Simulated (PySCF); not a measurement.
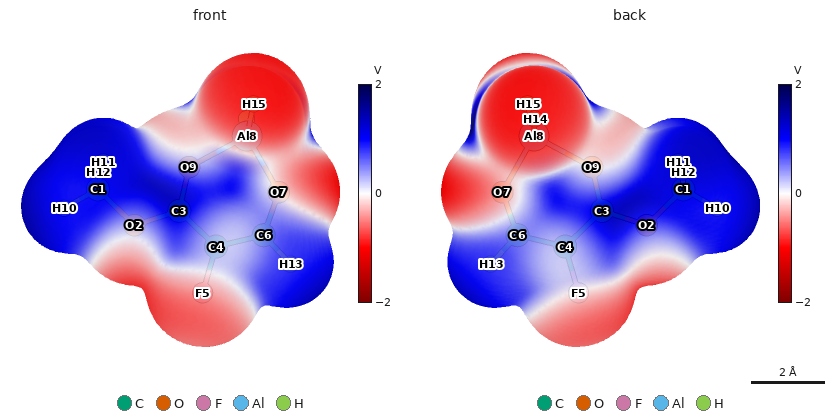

*C₄H₆AlFO₃ (SMILES COC1=C(F)C=[O+][AlH2-][O]1). The molecular electrostatic potential painted on the density surface at 0.002 e/bohr³, seen from the front and from behind; the colour scale runs from red (negative) to blue (positive).*

Geometry: GFN2-xTB.

Method: PySCF, PBE0/pcSseg-1, SCF density, gas phase, non-relativistic.

| atom | x (Å) | y (Å) | z (Å) |
| --- | --- | --- | --- |
| C | -2.4852 | 0.7054 | 0.2223 |
| O | -1.7197 | -0.4913 | 0.1382 |
| C | -0.4181 | -0.3645 | 0.0285 |
| C | 0.3511 | -1.5583 | -0.0569 |
| F | -0.3012 | -2.7434 | -0.0219 |
| C | 1.7129 | -1.5307 | -0.1737 |
| O | 2.3908 | -0.4436 | -0.2125 |
| Al | 1.8888 | 1.2787 | -0.1414 |
| O | 0.1226 | 0.7732 | 0.0008 |
| H | -3.5204 | 0.3874 | 0.3135 |
| H | -2.1827 | 1.2902 | 1.0932 |
| H | -2.3440 | 1.3097 | -0.6761 |
| H | 2.2560 | -2.4780 | -0.2355 |
| H | 2.0056 | 1.9601 | -1.5172 |
| H | 2.2392 | 1.9131 | 1.2170 |

Which sites attract a positive test charge, and which a negative one?

Answer. A positive charge is drawn to the negative regions and a negative charge to the positive ones. The most negative region (about −1.0 V) lies over O7, H14 and H15, the most positive (about +1.6 V) over Al8.
